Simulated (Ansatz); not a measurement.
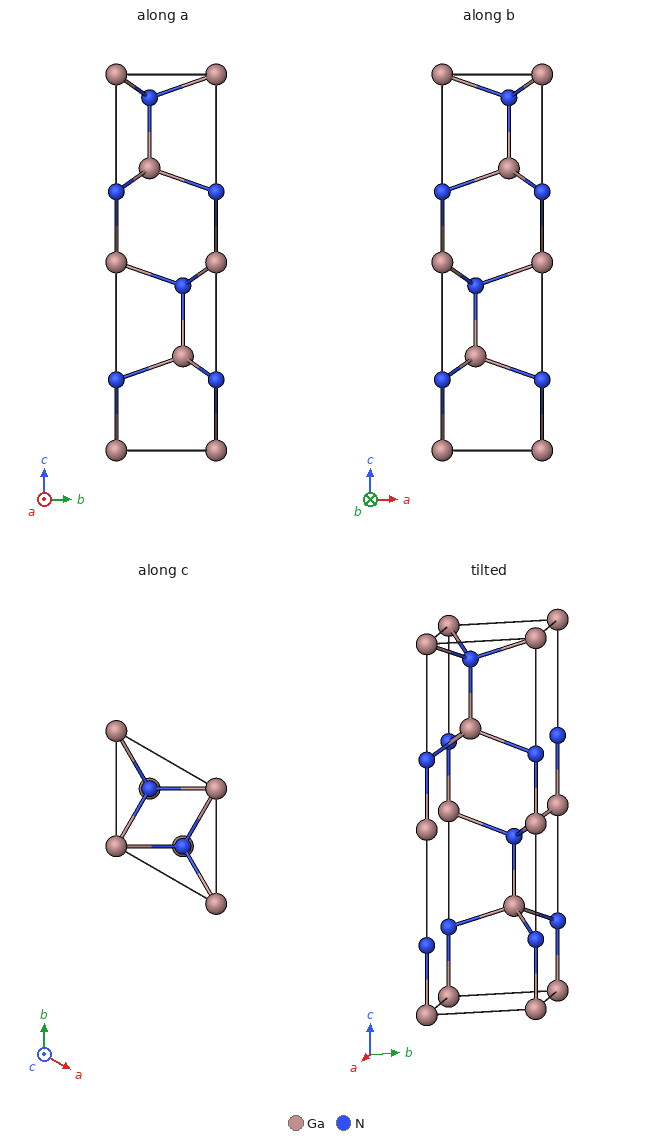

We look at a ball-and-stick model of the crystal along the a axis, along the b axis, along the c axis and slightly off an axis. The box is the conventional unit cell; atoms on or close to its faces, edges and corners are drawn wherever they repeat.

Lattice parameters: a = 3.1817 Å, b = 3.1817 Å, c = 10.3773 Å, α = 90.000°, β = 90.000°, γ = 120.000°.

Question: Put the structure into a CIF with its space group and independent sites, with free fractional coordinates to two decimals.

Answer:
```cif
data_structure
_symmetry_space_group_name_H-M 'P 63 m c'
_symmetry_Int_Tables_number 186
_cell_length_a 3.1817
_cell_length_b 3.1817
_cell_length_c 10.3773
_cell_angle_alpha 90.000
_cell_angle_beta 90.000
_cell_angle_gamma 120.000
_cell_volume 90.98
loop_
_atom_site_label
_atom_site_type_symbol
_atom_site_symmetry_multiplicity
_atom_site_Wyckoff_symbol
_atom_site_fract_x
_atom_site_fract_y
_atom_site_fract_z
_atom_site_occupancy
Ga1 Ga 2 a 0.00 0.00 0.00 1
Ga2 Ga 2 b 0.3333 0.6667 0.25 1
N1 N 2 a 0.00 0.00 0.19 1
N2 N 2 b 0.3333 0.6667 0.44 1
```

It derives from a structure type filled with these elements by a generator (whether the compound takes this form wasn't checked). It was relaxed with DFT, r2SCAN, plane waves, PAW in Ansatz.
